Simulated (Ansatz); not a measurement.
A structure file:

```
Si C
1.0
     4.34879    0.00000    0.00000
     0.00000    4.34879    0.00000
     0.00000    0.00000    4.34879
Si C
4 4
Direct
  0.25000 0.25000 0.75000
  0.25000 0.75000 0.25000
  0.75000 0.25000 0.25000
  0.75000 0.75000 0.75000
  0.00000 0.00000 0.00000
  0.00000 0.50000 0.50000
  0.50000 0.00000 0.50000
  0.50000 0.50000 0.00000
```

> Interpret the file: composition, symmetry and coordination.

Formula: SiC. Space group: F-43m (No. 216). Lattice: face-centred cubic. The structure is of the kind named zinc blende (sphalerite type). Counting shared atoms by their share gives 4 Si, 4 C, or 8 atoms. Each Si atom is coordinated by four C in a tetrahedral arrangement at 1.88 Å. Each C has four Si in a tetrahedral arrangement at 1.88 Å. The bonds build a three-dimensional framework.

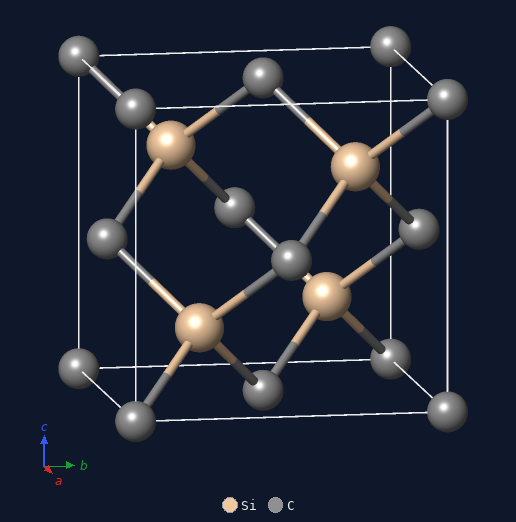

A ball-and-stick picture of a crystal structure, seen slightly off an axis. The conventional unit cell is outlined; an atom on or near a face, edge or corner is repeated at each equivalent position.

The structure comes from a structure listed in the Materials Project. Relaxation method: DFT PBE+D3(BJ), scalar-relativistic, plane waves, PAW (Ansatz).
